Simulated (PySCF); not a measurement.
## Electronic structure of C6H6O4 (SMILES CC(=O)O[C@H]1C=C1C(=O)O) in real space

```xyz
16

C     2.7965    1.0303    0.4614
C     1.8467    0.1135   -0.2604
O     2.0234   -0.3478   -1.3555
O     0.7689   -0.1404    0.4976
C    -0.2288   -0.9966   -0.0334
C    -1.0521   -1.7603    0.9378
C    -1.6478   -0.7400    0.3637
C    -2.8235    0.1017    0.2051
O    -3.9492   -0.2562    0.4339
O    -2.5097    1.3225   -0.2389
H     2.2422    1.7436    1.0634
H     3.4271    1.5397   -0.2606
H     3.4266    0.4337    1.1188
H     0.0379   -1.3742   -1.0142
H    -1.0564   -2.5233    1.6774
H    -3.3095    1.8626   -0.3400
```

Geometry: GFN2-xTB.

Theory: PBE0/def2-SVPD, SCF density, gas phase (PySCF).

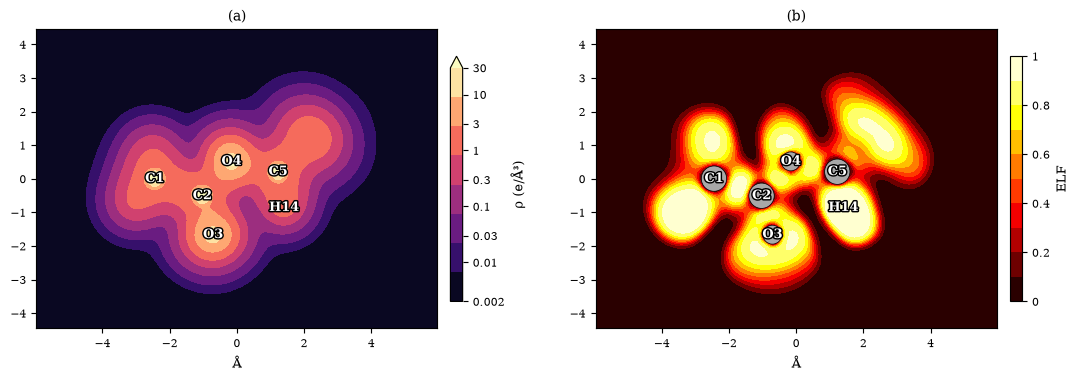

Figure 1. (a) total electron density; (b) electron localisation function on the plane of atoms C2, O4 and C5. Grey discs cover the atomic cores in the ELF map.

Question: Interpret the plot.

Answer:
- The plane passes through C, O and H nuclei.
- C–O (1.20 Å): ρ at the midpoint is about 3.4 e/Å³; the ELF peaks at about 0.85 between the atoms; a multiple bond.
- C–O (1.34 Å): the density is about 2.4 e/Å³ at the midpoint; the ELF peaks at about 0.90 between the atoms, as expected for a polar covalent bond.
- C–C (1.50 Å): ρ is about 1.8 e/Å³ halfway; the ELF peaks at about 0.95 between the atoms; localised, covalent bonding.
- C–H (1.08 Å): ρ at the midpoint is about 2.1 e/Å³; the ELF climbs to about 1 towards the hydrogen, as it does in any bond to H (a covalent bond by its length).
- The ELF also peaks beside O3 and O4, away from the bonds: lone-pair regions.

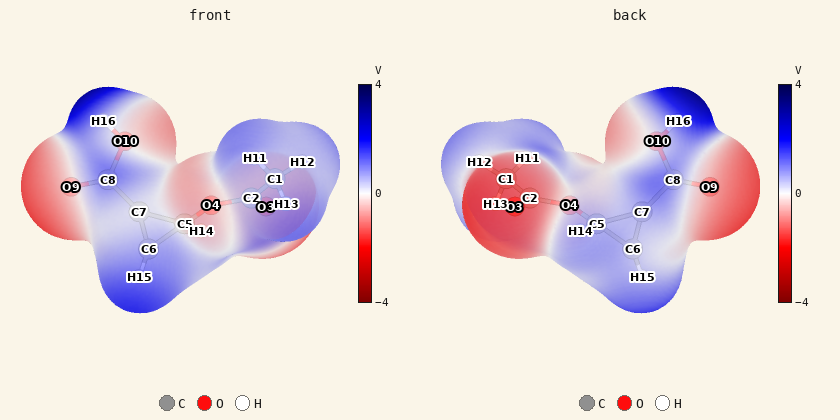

Figure 2. The electrostatic potential painted on the density surface at 0.002 e/bohr³, seen from the front and from behind; red is negative and blue positive.

Question: Describe the electrostatic potential map.

Answer: The most negative region (about −1.7 V) lies over O3, the most positive (about +3.0 V) over H16. O3 is the likeliest acceptor of a hydrogen bond.

Question: What dipole moment does the calculation give?

Answer: Its dipole moment is 2.14 D.

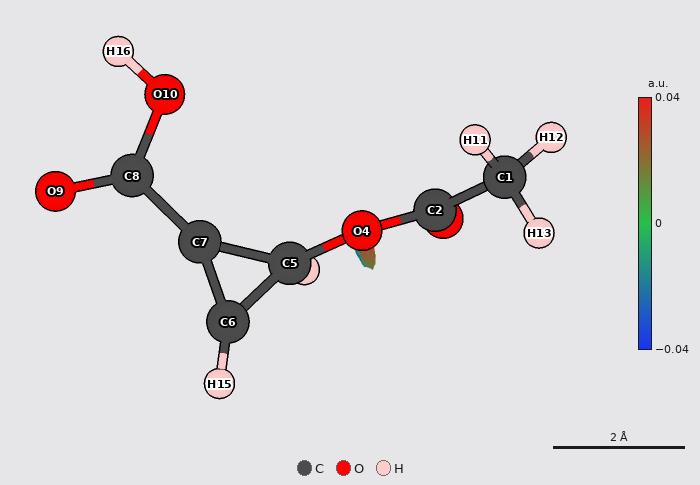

Figure 3. Non-covalent interaction (NCI) plot: the surface where the reduced density gradient is 0.5, for densities under 0.05 a.u., coloured by sign(λ₂)ρ; seen across its widest extent.

Question: Identify the weak interactions.

Answer: H14···O3 (2.3 Å): a weak contact, attractive (blue-green) on one side and crowded (olive to red) on the other.
